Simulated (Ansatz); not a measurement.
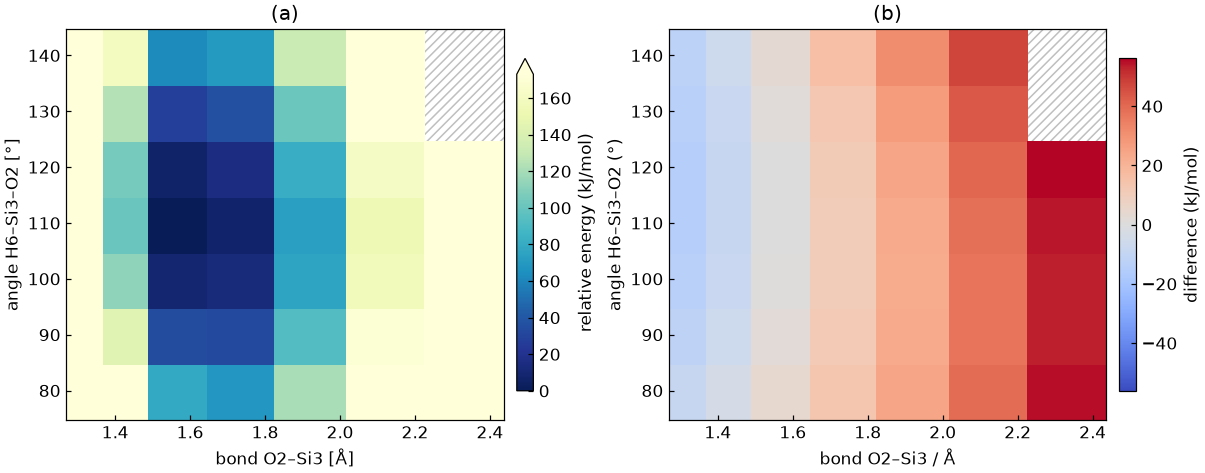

H5OSi2, SMILES [SiH2-]O[SiH3], charge −1. 
- Two internal coordinates are moved rigidly from the geometry relaxed at PBE0-D4/def2-TZVP, all others fixed.
- The first coordinate is: bond O2–Si3; the second: angle H6–Si3–O2.
- The grid has 7 × 7 points. At 2 points there is no value.
- Points are written as (first, second).
- All energies are given in kJ/mol relative to each map's own lowest point.
- These are results of RKS PBE-D4/def2-TZVPPD in Ansatz, not measurements.

Panel (a): RKS PBE-D4/def2-TZVPPD in Ansatz 0.2.0. Panel (b): the map at RKS PBE0-D4/def2-TZVPPD in Ansatz less the map of (a), each from its own lowest point.

### How does the change of method alter the landscape?

The difference runs from −15 kJ/mol at (1.318 Å, 119.7°) to 56 kJ/mol at (2.330 Å, 119.7°).
